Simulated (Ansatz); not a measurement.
# AlBH (doublet): one geometry, many settings at scale of all distances = 1.506

What do other methods and options give for AlBH (doublet) at this geometry, and how long do they take?

Method: the settings change from run to run; program: Ansatz 0.2.0, Gaussian basis.

10 further runs of the same task are left out: 6 that didn't finish, 4 set aside as unsound or not needed.

## 1. What is computed

The geometry derives from a PBE0/def2-TZVP stationary point (not a proven minimum). All distances are scaled together.

3 atoms, charge 0, spin multiplicity 2.

Atoms are counted from 1 here; the program's logs count them from 0.

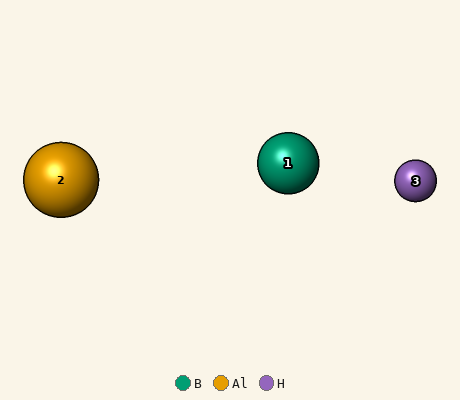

The structure; boron teal, aluminium amber, hydrogen purple; atoms are numbered from 1 in the order of the file.

## 2. MRCISD+Q(relaxed)(3,2)/6-31G

Contents of in.yaml:

```yaml
crystal:
  periodic: [false, false, false]
  atoms:
    - {symbol: B, position_ang: [0.000000, -0.138525, 0.473391]}
    - {symbol: Al, position_ang: [0.000000, -0.050227, -2.718388]}
    - {symbol: H, position_ang: [0.000000, 0.188751, 2.244997]}
basis:
  gaussian: {orbitals: 6-31G}
magnetization: {spin_polarized: false, initial_magnetization: 1}
correlation: {method: fic_mrcisd_q_relaxed, electrons: valence, active_space: {window: {electrons: 3, orbitals: 2}}}
```

The run is started by

```sh
$ ansatz run in.yaml --threads 1 --pin off --events-out ev --progress --plain --max-ram 2393MiB
```

The log of the run (excerpt; [...] marks lines left out):

```text
Functional definition: HF
  name "HF"
  cite "Fock, Z. Phys. 61, 126 (1930) doi:10.1007/BF01340294"
  parent pbe
[...]
296 factors; integrals over basis functions are off by at most 2.9e-4 eV
[...]
mean field -7263.20226894 eV, -266.9177602081 hartree, gradient 2.7e-6 eV, S^2 0.750000; 11 other end points of the search recorded, 0 dependent functions left out
reference -7263.20226894 eV, -266.9177602081 hartree; 10, 9 occupied and 14, 15 virtual orbitals, 296 factors
state -7263.20226894 eV, -266.9177602081 hartree
contracted CI cycle   1: correlation 0.00000000 eV, 0.0000000000 hartree, residual 8.30e0 eV
contracted CI cycle   2: correlation -2.55167095 eV, -0.0937721777 hartree, residual 2.14e0 eV
contracted CI cycle   3: correlation -2.72648115 eV, -0.1001963343 hartree, residual 7.02e-1 eV
contracted CI cycle   4: correlation -2.74646472 eV, -0.1009307168 hartree, residual 3.42e-1 eV
contracted CI cycle   5: correlation -2.75291464 eV, -0.1011677472 hartree, residual 2.34e-1 eV
contracted CI cycle   6: correlation -2.75566390 eV, -0.1012687805 hartree, residual 1.46e-1 eV
contracted CI cycle   7: correlation -2.75661323 eV, -0.1013036676 hartree, residual 7.03e-2 eV
contracted CI cycle   8: correlation -2.75680649 eV, -0.1013107698 hartree, residual 2.71e-2 eV
contracted CI cycle   9: correlation -2.75683538 eV, -0.1013118316 hartree, residual 1.20e-2 eV
contracted CI cycle  10: correlation -2.75684093 eV, -0.1013120355 hartree, residual 5.61e-3 eV
contracted CI cycle  11: correlation -2.75684225 eV, -0.1013120840 hartree, residual 2.60e-3 eV
contracted CI cycle  12: correlation -2.75684252 eV, -0.1013120940 hartree, residual 1.06e-3 eV
state -7263.20226894 eV, -266.9177602081 hartree; corrected -7266.38328226 eV, -267.0346602916 hartree
WARN: 1 active orbitals are nearly empty or full. The corrections depend on them more than the energy does, and are more stable in an active space without them
Total energy: -7266.38328226 eV, -267.0346602916 hartree
```

Wall time 0.87 s (1 thread of Intel Xeon 6975P-C, shared host).

From the report: 2 determinants; active occupations 2.00, 1.00. The report marks this result as in doubt.

## 3. MRCISD+Q(relaxed)(1,2)/6-31G*

Contents of in.yaml:

```yaml
crystal:
  periodic: [false, false, false]
  atoms:
    - {symbol: B, position_ang: [0.000000, -0.138525, 0.473391]}
    - {symbol: Al, position_ang: [0.000000, -0.050227, -2.718388]}
    - {symbol: H, position_ang: [0.000000, 0.188751, 2.244997]}
basis:
  gaussian: {orbitals: "6-31G*", fitting: {mean_field: def2-universal-jkfit}}
magnetization: {spin_polarized: false, initial_magnetization: 1}
correlation: {method: fic_mrcisd_q_relaxed, electrons: outside_noble_gas, active_space: {window: {electrons: 1, orbitals: 2}}}
accuracy: high
scf: {lower_state_search: full}
```

Same command.

The log of the run (excerpt; [...] marks lines left out):

```text
Functional definition: HF
  name "HF"
  cite "Fock, Z. Phys. 61, 126 (1930) doi:10.1007/BF01340294"
  parent pbe
[...]
221 factors; integrals over basis functions are off by at most 1.3e-1 eV
[...]
mean field -7263.32575455 eV, -266.9222982206 hartree, gradient 2.2e-8 eV, S^2 0.750000; 18 other end points of the search recorded, 0 dependent functions left out
reference -7263.32575455 eV, -266.9222982206 hartree; 10, 9 occupied and 26, 27 virtual orbitals, 221 factors
state -7263.32575455 eV, -266.9222982206 hartree
contracted CI cycle   1: correlation 0.00000000 eV, 0.0000000000 hartree, residual 1.09e1 eV
contracted CI cycle   2: correlation -3.25366222 eV, -0.1195698813 hartree, residual 2.66e0 eV
contracted CI cycle   3: correlation -3.45875466 eV, -0.1271068895 hartree, residual 9.24e-1 eV
contracted CI cycle   4: correlation -3.48155645 eV, -0.1279448396 hartree, residual 2.88e-1 eV
[...]
contracted CI cycle  11: correlation -3.48665242 eV, -0.1281321130 hartree, residual 1.28e-3 eV
contracted CI cycle  12: correlation -3.48665247 eV, -0.1281321148 hartree, residual 5.90e-4 eV
contracted CI cycle  13: correlation -3.48665248 eV, -0.1281321153 hartree, residual 2.73e-4 eV
contracted CI cycle  14: correlation -3.48665248 eV, -0.1281321154 hartree, residual 1.05e-4 eV
contracted CI cycle  15: correlation -3.48665248 eV, -0.1281321154 hartree, residual 3.72e-5 eV
contracted CI cycle  16: correlation -3.48665248 eV, -0.1281321154 hartree, residual 1.62e-5 eV
contracted CI cycle  17: correlation -3.48665248 eV, -0.1281321154 hartree, residual 6.12e-6 eV
contracted CI cycle  18: correlation -3.48665248 eV, -0.1281321154 hartree, residual 1.96e-6 eV
contracted CI cycle  19: correlation -3.48665248 eV, -0.1281321154 hartree, residual 8.47e-7 eV
state -7263.32575455 eV, -266.9222982206 hartree; corrected -7267.34773012 eV, -267.0701030968 hartree
WARN: 1 active orbitals are nearly empty or full. The corrections depend on them more than the energy does, and are more stable in an active space without them
Total energy: -7267.34773012 eV, -267.0701030968 hartree
```

It took 1.4 s on 1 thread of Intel Xeon 6975P-C, shared host.

From the report: 1 determinant; active occupations 1.00, 0.00. The report marks this result as in doubt.

## 4. HF/STO-3G

Contents of in.yaml:

```yaml
crystal:
  periodic: [false, false, false]
  atoms:
    - {symbol: B, position_ang: [0.000000, -0.138525, 0.473391]}
    - {symbol: Al, position_ang: [0.000000, -0.050227, -2.718388]}
    - {symbol: H, position_ang: [0.000000, 0.188751, 2.244997]}
basis:
  gaussian: {orbitals: STO-3G}
magnetization: {spin_polarized: true, initial_magnetization: 1}
hamiltonian: {xc: hf}
scf: {lower_state_search: full}
output: {orbitals: {seedname: orbitals}}
```

Launched as before.

The log of the run (excerpt; [...] marks lines left out):

```text
Functional definition: HF
  name "HF"
  cite "Fock, Z. Phys. 61, 126 (1930) doi:10.1007/BF01340294"
  parent pbe
[...]
163 factors; integrals over basis functions are off by at most 8.8e-5 eV
[...]
mean field -7171.37648587 eV, -263.5432249220 hartree, gradient 3.7e-6 eV, S^2 1.379626; 18 other end points of the search recorded, 0 dependent functions left out
reference -7171.37648587 eV, -263.5432249220 hartree; 10, 9 occupied and 5, 6 virtual orbitals, 163 factors
Total energy: -7171.37648587 eV, -263.5432249220 hartree
```

Run time: 0.33 s. Hardware: 1 thread of Intel Xeon 6975P-C, shared host.

From the report: ⟨S²⟩ of the determinant 1.380 (pure doublet: 0.75). The determinant is far from a pure spin state, so its energy mixes those of several spin states (harmless only where they are near-degenerate, as at dissociation).

## 5. CISDTQ/STO-3G

Contents of in.yaml:

```yaml
crystal:
  periodic: [false, false, false]
  atoms:
    - {symbol: B, position_ang: [0.000000, -0.138525, 0.473391]}
    - {symbol: Al, position_ang: [0.000000, -0.050227, -2.718388]}
    - {symbol: H, position_ang: [0.000000, 0.188751, 2.244997]}
basis:
  gaussian: {orbitals: STO-3G}
magnetization: {spin_polarized: false, initial_magnetization: 1}
correlation: {active_space: {ras: {orbitals: [3, 1, 5], electrons: 7, max_holes: 4, max_particles: 4}, fixed_orbitals: true}}
accuracy: high
output: {forces: true}
```

Launched as before.

The log of the run (excerpt; [...] marks lines left out):

```text
Functional definition: HF
  name "HF"
  cite "Fock, Z. Phys. 61, 126 (1930) doi:10.1007/BF01340294"
  parent pbe
[...]
228 factors; integrals over basis functions are off by at most 3.9e-8 eV
[...]
mean field -7171.05549341 eV, -263.5314286668 hartree, gradient 2.5e-8 eV, S^2 0.750000; 14 other end points of the search recorded, 0 dependent functions left out
reference -7171.05549341 eV, -263.5314286668 hartree; 10, 9 occupied and 5, 6 virtual orbitals, 228 factors
state -7174.15409715 eV, -263.6453002540 hartree
[...]
Total energy: -7174.15409715 eV, -263.6453002540 hartree
Atom 0 at     0.000000    -0.138525     0.473391 Å, force    -0.000000     0.327456     1.551707 eV/Å
Atom 1 at     0.000000    -0.050227    -2.718388 Å, force     0.000000     0.112608     2.641255 eV/Å
Atom 2 at     0.000000     0.188751     2.244997 Å, force     0.000000    -0.440064    -4.192962 eV/Å
Dipole moment:     0.000000     0.012584    -1.300039 e Å
```

Wall time 0.54 s (1 thread of Intel Xeon 6975P-C, shared host).

From the report: 3,514 determinants.

## 6. BCCD(T) on UHF/6-31G

Contents of in.yaml:

```yaml
crystal:
  periodic: [false, false, false]
  atoms:
    - {symbol: B, position_ang: [0.000000, -0.138525, 0.473391]}
    - {symbol: Al, position_ang: [0.000000, -0.050227, -2.718388]}
    - {symbol: H, position_ang: [0.000000, 0.188751, 2.244997]}
basis:
  gaussian: {orbitals: 6-31G, fitting: {mean_field: def2-universal-jkfit}}
magnetization: {spin_polarized: true, initial_magnetization: 1}
correlation: {method: bccd_t, electrons: valence}
accuracy: high
output: {forces: true}
```

Launched as before.

The log of the run (excerpt; [...] marks lines left out):

```text
Functional definition: HF
  name "HF"
  cite "Fock, Z. Phys. 61, 126 (1930) doi:10.1007/BF01340294"
  parent pbe
[...]
221 factors; integrals over basis functions are off by at most 1.3e-1 eV
[...]
mean field -7263.24014702 eV, -266.9191522021 hartree, gradient 1.0e-8 eV, S^2 0.937982; 36 other end points of the search recorded, 0 dependent functions left out
determinant -7263.24014702 eV, -266.9191522021 hartree, with singles and doubles -7266.22054120 eV, -267.0286796679 hartree
determinant -7263.23507228 eV, -266.9189657089 hartree, with singles and doubles -7266.20496797 eV, -267.0281073624 hartree
determinant -7263.22187225 eV, -266.9184806166 hartree, with singles and doubles -7266.21093096 eV, -267.0283264980 hartree
determinant -7263.22116576 eV, -266.9184546537 hartree, with singles and doubles -7266.20657359 eV, -267.0281663677 hartree
[...]
6 core orbitals not correlated: weight in the atoms' cores, before any rotation towards them, 1.000 or more for the frozen orbitals, at most 0.000 for the correlated occupied ones
reference -7263.24014702 eV, -266.9191522021 hartree; 4, 3 occupied and 14, 15 virtual orbitals, 221 factors
second order -1.68294271 eV of doubles, -0.00000000 eV of singles
cycle   1  -3.02229422 eV  change   -4.1e-2 eV  update   4.7e-2
[...]
cycle  45  -2.94650682 eV  change  -1.9e-10 eV  update  5.1e-10
perturbative correction -0.10533935 eV, -0.0038711497 hartree
[...]
Total energy: -7266.29199319 eV, -267.0313054803 hartree
Atom 0 at     0.000000    -0.138525     0.473391 Å, force     0.000000     0.444591     1.807642 eV/Å
Atom 1 at     0.000000    -0.050227    -2.718388 Å, force    -0.000000    -0.004812     0.720391 eV/Å
Atom 2 at     0.000000     0.188751     2.244997 Å, force    -0.000000    -0.439779    -2.528033 eV/Å
Dipole moment:     0.000000    -0.009807    -0.199619 e Å
```

Wall time 4.2 s (1 thread of Intel Xeon 6975P-C, shared host).

From the report: ⟨S²⟩ of the determinant 0.938 (pure doublet: 0.75); correlation -3.0518 eV; largest double amplitude 0.11.

## 7. BCCD on ROHF/6-31G

Contents of in.yaml:

```yaml
crystal:
  periodic: [false, false, false]
  atoms:
    - {symbol: B, position_ang: [0.000000, -0.138525, 0.473391]}
    - {symbol: Al, position_ang: [0.000000, -0.050227, -2.718388]}
    - {symbol: H, position_ang: [0.000000, 0.188751, 2.244997]}
basis:
  gaussian: {orbitals: 6-31G}
magnetization: {spin_polarized: false, initial_magnetization: 1}
correlation: {method: bccd, electrons: all, diis_vectors: 4}
accuracy: high
output: {forces: true}
```

Launched as before.

The log of the run (excerpt; [...] marks lines left out):

```text
Functional definition: HF
  name "HF"
  cite "Fock, Z. Phys. 61, 126 (1930) doi:10.1007/BF01340294"
  parent pbe
[...]
507 factors; integrals over basis functions are off by at most 5.8e-9 eV
[...]
mean field -7263.20227246 eV, -266.9177603374 hartree, gradient 2.0e-8 eV, S^2 0.750000; 15 other end points of the search recorded, 0 dependent functions left out
[...]
determinant -7263.20227246 eV, -266.9177603374 hartree, with singles and doubles -7266.33862140 eV, -267.0330190353 hartree
determinant -7263.19751916 eV, -266.9175856572 hartree, with singles and doubles -7266.33003385 eV, -267.0327034485 hartree
determinant -7262.44806890 eV, -266.8900438680 hartree, with singles and doubles -7265.63535431 eV, -267.0071744463 hartree
determinant -7259.98844661 eV, -266.7996544162 hartree, with singles and doubles -7264.12988179 eV, -266.9518493518 hartree
[...]
determinant -7263.19751916 eV, -266.9175856572 hartree, with singles and doubles -7266.33076657 eV, -267.0327303754 hartree
reference -7263.20227246 eV, -266.9177603374 hartree; 10, 9 occupied and 14, 15 virtual orbitals, 507 factors
second order -1.93589721 eV of doubles, -0.00418334 eV of singles
cycle   1  -3.15508991 eV  change   -1.5e-2 eV  update   4.6e-2
[...]
cycle  59  -3.09553736 eV  change   -1.6e-9 eV  update   2.1e-9
WARN: the results are in doubt because among natural orbitals full CI differs from the method by -0.098 eV
[...]
Total energy: -7266.29780981 eV, -267.0315192371 hartree
Atom 0 at     0.000000    -0.138525     0.473391 Å, force     0.000000     0.456314     2.036592 eV/Å
Atom 1 at     0.000000    -0.050227    -2.718388 Å, force    -0.000000    -0.003384     0.523416 eV/Å
Atom 2 at     0.000000     0.188751     2.244997 Å, force    -0.000000    -0.452930    -2.560009 eV/Å
Dipole moment:    -0.000000    -0.012883    -0.076514 e Å
In doubt: among natural orbitals full CI differs from the method by -0.098 eV
```

It took 6 s on 1 thread of Intel Xeon 6975P-C, shared host.

From the report: correlation -3.0955 eV; largest double amplitude 0.11. Mind the lines of doubt at the end of the log.

## 8. CCSDT(Q)/B on ROHF/STO-3G

in.yaml, as its differences from that of step 7:

```diff
@@ -7,6 +7,5 @@
 basis:
-  gaussian: {orbitals: 6-31G}
+  gaussian: {orbitals: STO-3G}
 magnetization: {spin_polarized: false, initial_magnetization: 1}
-correlation: {method: bccd, electrons: all, diis_vectors: 4}
-accuracy: high
+correlation: {method: ccsdt_q_b, electrons: outside_noble_gas}
 output: {forces: true}
```

Same command.

The log of the run (excerpt; [...] marks lines left out):

```text
Functional definition: HF
  name "HF"
  cite "Fock, Z. Phys. 61, 126 (1930) doi:10.1007/BF01340294"
  parent pbe
[...]
222 factors; integrals over basis functions are off by at most 5.6e-8 eV
[...]
mean field -7171.05549341 eV, -263.5314286666 hartree, gradient 2.1e-6 eV, S^2 0.750000; 16 other end points of the search recorded, 0 dependent functions left out
[...]
determinant -7171.05549341 eV, -263.5314286666 hartree, with singles and doubles -7173.98727477 eV, -263.6391696446 hartree
determinant -7170.98122799 eV, -263.5286994630 hartree, with singles and doubles -7173.90438460 eV, -263.6361234871 hartree
determinant -7170.74939153 eV, -263.5201796303 hartree, with singles and doubles -7173.90380443 eV, -263.6361021663 hartree
determinant -7170.72623247 eV, -263.5193285504 hartree, with singles and doubles -7173.85440487 eV, -263.6342867657 hartree
[...]
unrestricted determinant -7171.37649520 eV, -263.5432252649 hartree, S^2 1.3796
6 core orbitals not correlated: weight in the atoms' cores, before any rotation towards them, 1.000 or more for the frozen orbitals, at most 0.000 for the correlated occupied ones
reference -7171.05549341 eV, -263.5314286666 hartree; 4, 3 occupied and 5, 6 virtual orbitals, 222 factors
second order -1.71269375 eV of doubles, -0.02144561 eV of singles
cycle   1  -2.31652029 eV  change   -5.8e-1 eV  update   1.3e-1
[...]
cycle   4  -3.10643106 eV  change    4.2e-8 eV  update   3.4e-8
perturbative correction -0.02456638 eV, -0.0009027979 hartree
[...]
Total energy: -7174.18649085 eV, -263.6464907004 hartree
Atom 0 at     0.000000    -0.138525     0.473391 Å, force     0.000000     0.331333     1.671593 eV/Å
Atom 1 at     0.000000    -0.050227    -2.718388 Å, force     0.000000     0.110190     2.455593 eV/Å
Atom 2 at     0.000000     0.188751     2.244997 Å, force    -0.000000    -0.441523    -4.127186 eV/Å
Dipole moment:    -0.000000     0.011971    -1.194570 e Å
```

Run time: 7 s. Hardware: 1 thread of Intel Xeon 6975P-C, shared host.

From the report: correlation -3.1310 eV; T1 0.107; largest double amplitude 0.18.

## 9. CISD/6-31++G**

in.yaml, as its differences from that of step 8:

```diff
@@ -7,5 +7,4 @@
 basis:
-  gaussian: {orbitals: STO-3G}
+  gaussian: {orbitals: "6-31++G**"}
 magnetization: {spin_polarized: false, initial_magnetization: 1}
-correlation: {method: ccsdt_q_b, electrons: outside_noble_gas}
-output: {forces: true}
+correlation: {active_space: {ras: {orbitals: [9, 1, 38], electrons: 19, max_holes: 2, max_particles: 2}, fixed_orbitals: true}}
```

The command is unchanged.

The log of the run (excerpt; [...] marks lines left out):

```text
Functional definition: HF
  name "HF"
  cite "Fock, Z. Phys. 61, 126 (1930) doi:10.1007/BF01340294"
  parent pbe
[...]
402 factors; integrals over basis functions are off by at most 5.4e-4 eV
[...]
mean field -7263.44298863 eV, -266.9266064936 hartree, gradient 2.5e-6 eV, S^2 0.750000; 13 other end points of the search recorded, 0 dependent functions left out
reference -7263.44298863 eV, -266.9266064936 hartree; 10, 9 occupied and 38, 39 virtual orbitals, 402 factors
state -7267.37562581 eV, -267.0711282445 hartree
Total energy: -7267.37562581 eV, -267.0711282445 hartree
```

Wall time 21 s (1 thread of Intel Xeon 6975P-C, shared host).

From the report: 166,367 determinants.

## 10. CCSDT(Q)/B on UHF/6-31G

Contents of in.yaml:

```yaml
crystal:
  periodic: [false, false, false]
  atoms:
    - {symbol: B, position_ang: [0.000000, -0.138525, 0.473391]}
    - {symbol: Al, position_ang: [0.000000, -0.050227, -2.718388]}
    - {symbol: H, position_ang: [0.000000, 0.188751, 2.244997]}
basis:
  gaussian: {orbitals: 6-31G}
magnetization: {spin_polarized: true, initial_magnetization: 1}
correlation: {method: ccsdt_q_b, electrons: valence}
output: {forces: true}
```

Launched as before.

The log of the run (excerpt; [...] marks lines left out):

```text
Functional definition: HF
  name "HF"
  cite "Fock, Z. Phys. 61, 126 (1930) doi:10.1007/BF01340294"
  parent pbe
[...]
495 factors; integrals over basis functions are off by at most 1.2e-7 eV
[...]
mean field -7263.23986583 eV, -266.9191418685 hartree, gradient 1.4e-6 eV, S^2 0.938418; 35 other end points of the search recorded, 0 dependent functions left out
determinant -7263.23986583 eV, -266.9191418685 hartree, with singles and doubles -7266.21977547 eV, -267.0286515279 hartree
determinant -7263.23493432 eV, -266.9189606389 hartree, with singles and doubles -7266.20417254 eV, -267.0280781307 hartree
determinant -7263.22165008 eV, -266.9184724520 hartree, with singles and doubles -7266.21008303 eV, -267.0282953372 hartree
determinant -7263.21128451 eV, -266.9180915244 hartree, with singles and doubles -7266.21889653 eV, -267.0286192275 hartree
[...]
6 core orbitals not correlated: weight in the atoms' cores, before any rotation towards them, 1.000 or more for the frozen orbitals, at most 0.000 for the correlated occupied ones
reference -7263.23986583 eV, -266.9191418685 hartree; 4, 3 occupied and 14, 15 virtual orbitals, 495 factors
second order -1.68338858 eV of doubles, -0.00000000 eV of singles
cycle   1  -2.28183298 eV  change   -6.0e-1 eV  update   1.1e-1
[...]
cycle   8  -3.10875978 eV  change    2.4e-9 eV  update   2.9e-9
perturbative correction -0.00460350 eV, -0.0001691753 hartree
[...]
Total energy: -7266.35322911 eV, -267.0335558586 hartree
Atom 0 at     0.000000    -0.138525     0.473391 Å, force    -0.000000     0.432413     1.690145 eV/Å
Atom 1 at     0.000000    -0.050227    -2.718388 Å, force     0.000000    -0.003446     0.819388 eV/Å
Atom 2 at     0.000000     0.188751     2.244997 Å, force     0.000000    -0.428966    -2.509534 eV/Å
Dipole moment:    -0.000000    -0.007290    -0.261296 e Å
```

Wall time 17 s (1 thread of Intel Xeon 6975P-C, shared host).

From the report: ⟨S²⟩ of the determinant 0.938 (pure doublet: 0.75); correlation -3.1134 eV; T1 0.098; largest double amplitude 0.14.

## 11. The runs in one table

Where basis and cores are those of an earlier FCI/6-31G run (-7266.3551 eV), and the state is the same kind, the miss against it is given. † marks a result that the program doubts.

```csv
level,correlated,functions,energy (eV),from FCI (meV),time
"MRCISD+Q(relaxed)(3,2)/6-31G †",valence,24,-7266.3833,,0.87 s
"MRCISD+Q(relaxed)(1,2)/6-31G* †",outside noble gas,36,-7267.3477,,1.4 s
HF/STO-3G,,15,-7171.3765,,0.33 s
CISDTQ/STO-3G,outside noble gas,15,-7174.1541,,0.54 s
BCCD(T) on UHF/6-31G,valence,24,-7266.2920,63.1,4.2 s
BCCD on ROHF/6-31G †,all,24,-7266.2978,,6 s
CCSDT(Q)/B on ROHF/STO-3G,outside noble gas,15,-7174.1865,,7 s
CISD/6-31++G**,all,48,-7267.3756,,21 s
CCSDT(Q)/B on UHF/6-31G,valence,24,-7266.3532,1.8,17 s
```

## 12. Results

| quantity | value |
| --- | --- |
| runs | 9 |
| quickest | HF/STO-3G, 0.33 s |
| slowest | CISD/6-31++G**, 21 s |

What this shows: Total energies in different bases, with other cores or another treatment of relativity can't be set against each other. CISD/6-31++G** took 64 times as long as HF/STO-3G; the jobs differ in more than the method. Among the correlated runs with a miss given, it spans +2 to +63 meV.
